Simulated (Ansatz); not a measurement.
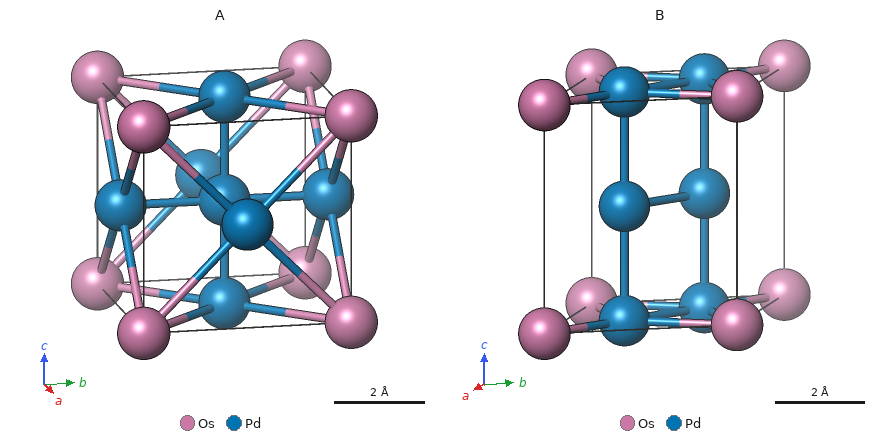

Two structures of OsPd4, each relaxed to rest (conventional cells in solid outline, small ones repeated, not to one scale). Method: DFT PBE, scalar-relativistic, plane waves, PAW in Ansatz, with collinear spins.

Give the type and space group of each.

Answer. A: 5 atoms a cell on a primitive cubic lattice, Pm-3m. B: 5 atoms a cell on a primitive hexagonal lattice, P6/mmm.

Which is the more stable form at this level of theory?

Answer. B is lower, by 961 meV/atom at this level of theory (energies at zero smearing). Volumes: A 21.3, B 18.7 Å³/atom.

One or both may be structure types tried for this composition rather than known phases.
